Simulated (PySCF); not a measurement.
Breaking a bond: SMILES [OH2+][AlH3-] (H5AlO). The Al1–O5 bond (Al1 also carries H, H, H; O5 carries H, H) is varied alone, starting from the PBE0/def2-TZVP optimised geometry.

```
7

Al     0.0000     0.0000     0.0000
H      1.3724    -0.8133    -0.1551
H     -1.3721    -0.8140    -0.1541
H      0.0000     1.5508    -0.3598
O      0.0000     0.0000     2.0319
H      0.7791    -0.4447     2.3833
H     -0.7767    -0.4491     2.3830
```

Levels of theory: RMP2 = MP2 on RHF/cc-pVDZ, 6 core orbitals frozen (PySCF); RHF/3-21G = restricted Hartree-Fock/3-21G (PySCF); UCCSD(T) = CCSD(T) on UHF/cc-pVDZ, 6 core orbitals frozen (PySCF); UKS-r2SCAN = PySCF with unrestricted r2SCAN/cc-pVDZ; UCCSD = CCSD on UHF/cc-pVDZ, 6 core orbitals frozen run with PySCF.

Energies are in kJ/mol, each relative to the lowest point of its own curve near equilibrium.

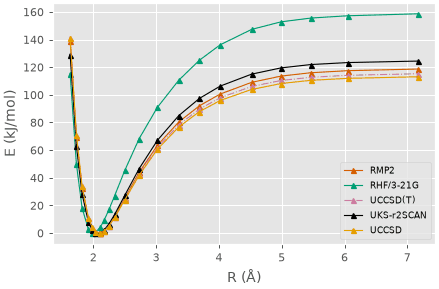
Figure. Energy against bond length for each method.

```tsv
R / Å	RMP2	RHF/3-21G	UCCSD(T)	UKS-r2SCAN	UCCSD
1.63	139.3	115.2	141.0	129.1	140.8
1.73	69.7	49.8	71.0	63.0	70.9
1.82	32.8	18.3	33.7	28.4	33.7
1.92	10.5	2.8	11.1	8.1	11.1
1.98	3.8	0.0	4.1	2.3	4.2
2.03	0.9	0.3	1.1	0.0	1.1
2.11	0.0	4.3	0.0	0.0	0.0
2.17	1.6	9.1	1.4	2.1	1.4
2.25	5.7	17.1	5.4	6.7	5.3
2.34	12.0	27.1	11.5	13.5	11.3
2.50	25.2	45.3	24.3	27.3	23.9
2.73	43.9	68.4	42.7	46.7	41.9
3.02	63.5	91.0	61.8	67.1	60.6
3.36	80.4	110.6	78.3	85.0	76.7
3.69	92.1	125.1	89.7	97.4	87.8
4.02	100.6	136.2	97.9	106.3	95.9
4.52	109.0	147.3	106.0	114.9	103.9
4.99	113.5	152.8	110.4	119.5	108.2
5.46	116.0	155.5	112.7	121.9	110.5
6.05	117.5	157.2	114.1	123.3	111.9
7.17	118.6	158.6	115.2	124.4	113.1
```

At the longest distance, 7.17 Å, RHF/3-21G lies highest above its minimum (158.6 kJ/mol) and UCCSD lowest (113.1 kJ/mol).
